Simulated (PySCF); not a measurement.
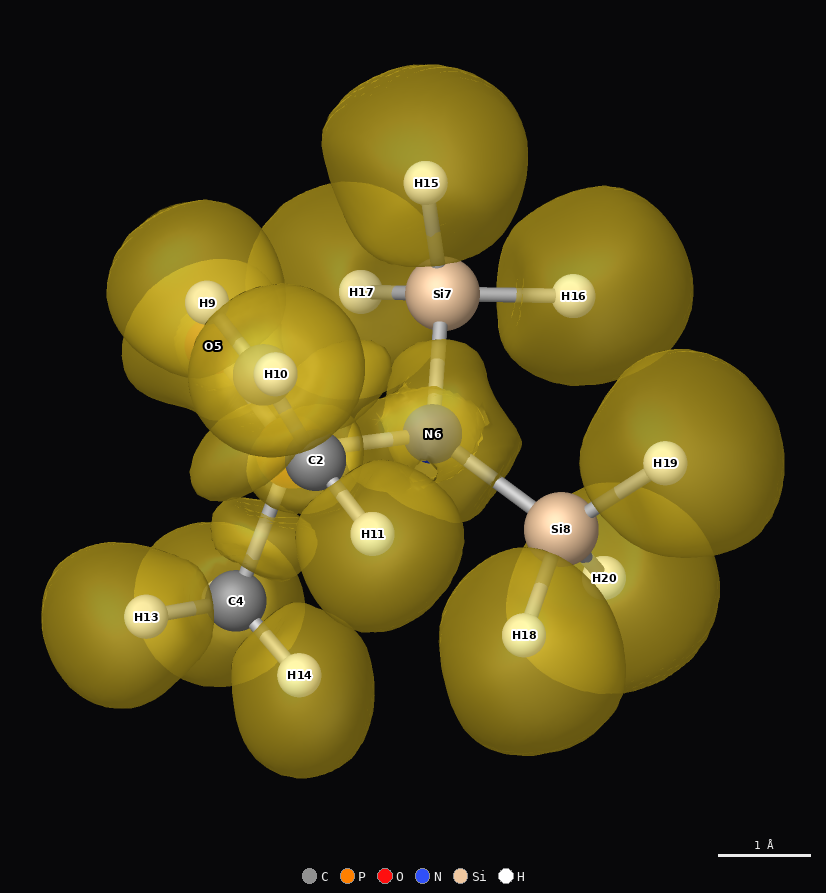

C3H12NOPSi2. Isosurface of the ELF at 0.75 (yellow), seen at an oblique angle. Core shells and regions of very low density are left out.

Geometry: PBE0-D3(BJ)/def2-SVP.

All numbers below come from PySCF, PBE0/pcSseg-1, SCF density, gas phase, non-relativistic.

Input file:

```
{"job": {"kind": "nmr", "xc": "PBE0", "basis": "pcSseg-1"}, "charge": 0, "multiplicity": 1}
C      2.050786     1.328969     0.528876
C      1.267314     0.612094    -0.279394
P      0.315528    -0.749171     0.422467
C      0.699687    -2.204445    -0.575739
O      0.536325    -0.922840     1.896085
N     -1.321147    -0.397922     0.173540
Si    -2.209250    -0.265414     1.711591
Si    -2.114869    -0.058429    -1.353911
H      2.114576     1.073234     1.592148
H      2.638145     2.177073     0.163925
H      1.180732     0.839794    -1.348320
H      0.108258    -3.047434    -0.190553
H      1.768740    -2.435113    -0.463821
H      0.472077    -2.044822    -1.639670
H     -1.709344     0.832004     2.581297
H     -3.588169     0.097900     1.245048
H     -2.294064    -1.557700     2.442211
H     -1.089518    -0.198145    -2.433056
H     -2.664795     1.328667    -1.387560
H     -3.223541    -1.023262    -1.614192
```

Command:

```sh
OMP_NUM_THREADS=1 python probes_run.py task.json out
```

Where are the electrons localised?

At this value the surface marks out one region between bonded C–C atoms (shared pairs), two regions between bonded C–P atoms (shared pairs), twelve regions around hydrogen nuclei, one region on N in which the atom's valence shell and bonds are merged and one region on O in which the atom's valence shell and bonds are merged. Along the contacts the grid gives the following. C–C (1.33 Å): the ELF peaks at about 0.90 between the atoms: a multiple bond. P–O (1.50 Å): the ELF peaks at about 0.80 between the atoms: a short, strongly polar bond.
